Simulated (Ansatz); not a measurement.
```yaml
atoms:
  - { symbol: N, position_ang: [-0.7921, 0.7041, 0.0768] }
  - { symbol: Si, position_ang: [0.6795, -0.7049, 0.2713] }
  - { symbol: O, position_ang: [0.4107, -1.2207, 1.7259] }
  - { symbol: F, position_ang: [0.0775, -1.5072, -1.0663] }
  - { symbol: H, position_ang: [-1.4326, 0.4425, -0.6765] }
  - { symbol: H, position_ang: [-0.4913, 1.6690, -0.0681] }
  - { symbol: H, position_ang: [-1.2864, 0.6479, 0.9716] }
```

These are results of UKS PBE0-D4/cc-pVDZ (Ansatz), not measurements.

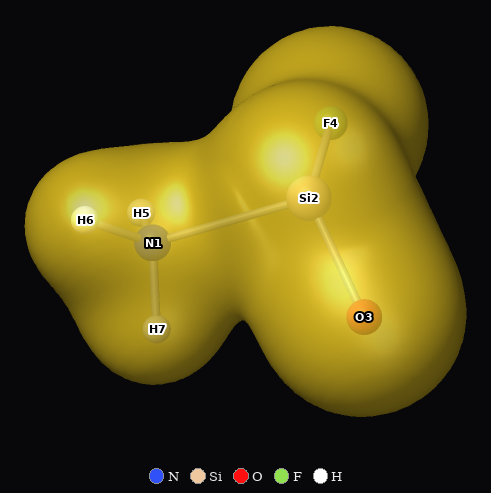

FH3NOSi (doublet). Isosurface of the electron density at 0.1 e/Å³ (yellow), seen at a tilt.

How is the density connected at this value?

Answer. At this value the surface is in one piece. It bridges the sampled Si–O (1.57 Å), Si–F (1.67 Å), Si–N (2.05 Å) and N–H (1.02 Å) contacts, where the density stays above the isovalue. On the grid the lowest density along these lines, outside the cores, is 1.1 e/Å³ (Si–O, 1.57 Å), 0.73 e/Å³ (Si–F, 1.67 Å), 0.43 e/Å³ (Si–N, 2.05 Å) and 2.2 e/Å³ (N–H, 1.02 Å).
